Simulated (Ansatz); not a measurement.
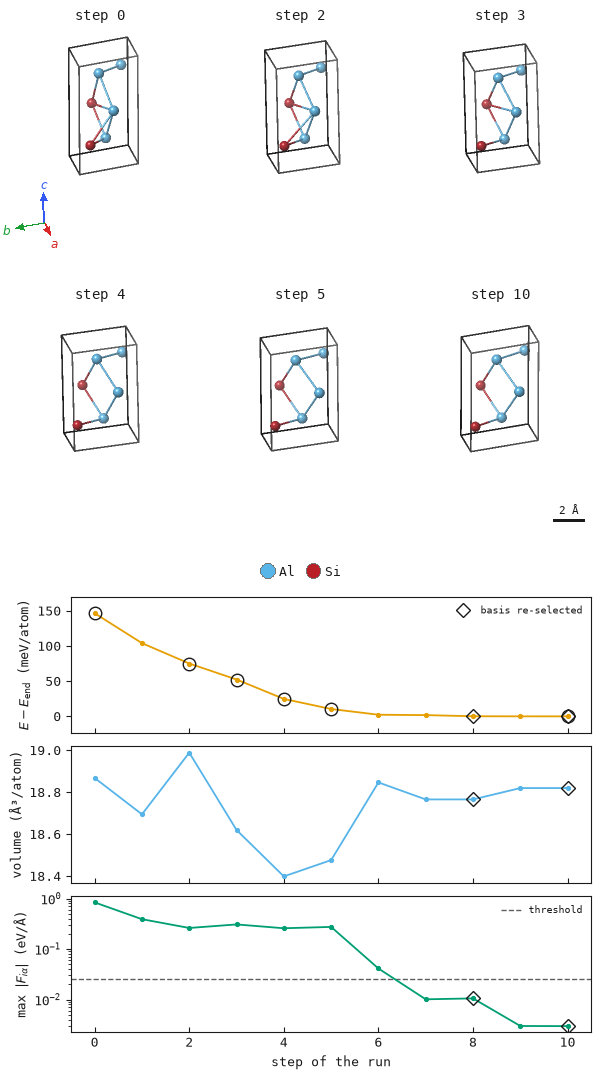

Frames of a relaxation of a crystal of Al2Si (a generated structure, set up in P1) (coarse preliminary run), marked on the history of the run. A ball-and-stick model of the cell of the calculation, reduced to other axes, seen from a free direction. Lengths and directions refer to the drawn axes.

Method: DFT PBE, scalar-relativistic, plane waves, PAW in Ansatz 0.2.0.

The input:
```yaml
crystal:
  lattice:
    - [-0.0664365589, 3.0987532088, 3.1330679281]
    - [2.9883975315, 2.9472003765, 0.0851162734]
    - [-3.2276676987, 6.0485546469, -2.9176795985]
  atoms:
    - { symbol: Al, position: [0.1016422618, 0.125724215, 0.6308680648] }
    - { symbol: Al, position: [0.6529863016, 0.6283212917, 0.1337260599] }
    - { symbol: Al, position: [0.7375359498, 0.7442283626, 0.7486978918] }
    - { symbol: Al, position: [0.2300784142, 0.2793713681, 0.2373064048] }
    - { symbol: Si, position: [0.4251303416, 0.351900923, 0.8717720179] }
    - { symbol: Si, position: [0.8526267311, 0.8704538396, 0.3776295609] }
basis:
  ecutwfc: 420
kpoints:
  mp_grid: { grid: [6, 6, 6] }
hamiltonian:
  xc: pbe
scf:
  occupations: { method: gaussian, width: 0.2 }
  lower_state_search: "off"
output:
  forces: true
  stress: true
  eigenvalues: true
relax:
  adjacent_minimum: "off"
  f_tol: 0.025
  max_steps: 60
  cell: { stress_tol: 0.25 }
```

Launched with:
```bash
ansatz run input.yaml --threads 1 --pin off --max-ram 2048MiB --backend cpu --events-out ev --progress --plain --runs-dir out
```

Describe the path.

Answer. Si5 moves most relative to the cell: 0.62 Å roughly along [1 2 0]. Largest moves by element: Si 0.62 Å, Al 0.52 Å. The volume changes by −0.3 %, with a 4.198 → 3.942 Å (−6.1 %), b 4.318 → 4.782 Å (+10.7 %), c 7.437 → 6.824 Å (−8.2 %), α 105.1° → 104.1°, β 92.3° → 90.0°, γ 117.7° → 114.3°. Among the contacts that change: Al1–Si5 2.804 → 3.751 Å, Al1–Si6 3.057 → 3.681 Å, Al2–Si5 3.160 → 2.594 Å, Al1–Si5 (another image) 3.146 → 2.587 Å. Bond angles that change, for instance: Al3–Si5–Al3 115.2° → 94.4°, Al3–Si5–Al4 113.2° → 92.9°, Al3–Al1–Al3 109.8° → 91.4°. The space group stays P1 (No. 1). After 8 accepted moves (10 points after the start) the energy has fallen by 147 meV per atom. The largest force component goes from 0.84 to 0.003 eV/Å. The pressure goes from 2.01 to −0.03 GPa. The SCF was repeated twice at an unchanged geometry on a basis and grid sized afresh for the cell, which shifted the energy by 1.6 meV per atom at most. The run took 3.9 min on 1 thread of Arm Neoverse V2 (shared host), peak memory 0.46 GiB. From step 0 to 2: Si5 moves most (0.32 Å), volume +0.6 %, energy −71.4 meV per atom. From step 2 to 3: Si5 moves most (0.14 Å), volume −1.9 %, energy −22.8 meV per atom. From step 3 to 4: Al1 moves most (0.16 Å), volume −1.2 %, energy −27.6 meV per atom. From step 4 to 5: Al and Si atoms move most (0.09 Å), volume +0.4 %, energy −14.3 meV per atom. From step 5 to 10: Si6 moves most (0.08 Å), volume +1.9 %, energy −10.4 meV per atom.

| step | E − E(0), meV/atom | largest force component, eV/Å | pressure, GPa | volume, Å³/atom | note |
| --- | --- | --- | --- | --- | --- |
| 0 | 0.00 | 0.8402 | 2.01 | 18.868 |  |
| 1 | -42.52 | 0.3910 | 1.49 | 18.695 |  |
| 2 | -71.45 | 0.2621 | -0.41 | 18.989 |  |
| 3 | -94.20 | 0.3078 | 0.41 | 18.620 |  |
| 4 | -121.81 | 0.2586 | 1.36 | 18.399 |  |
| 5 | -136.14 | 0.2750 | 1.48 | 18.476 |  |
| 6 | -144.28 | 0.0413 | -0.34 | 18.847 |  |
| 7 | -144.82 | 0.0101 | 0.06 | 18.766 |  |
| 8 | -146.44 | 0.0106 | 0.14 | 18.766 | same geometry, new basis |
| 9 | -146.57 | 0.0030 | -0.03 | 18.820 |  |
| 10 | -146.59 | 0.0030 | -0.03 | 18.820 | same geometry, new basis |
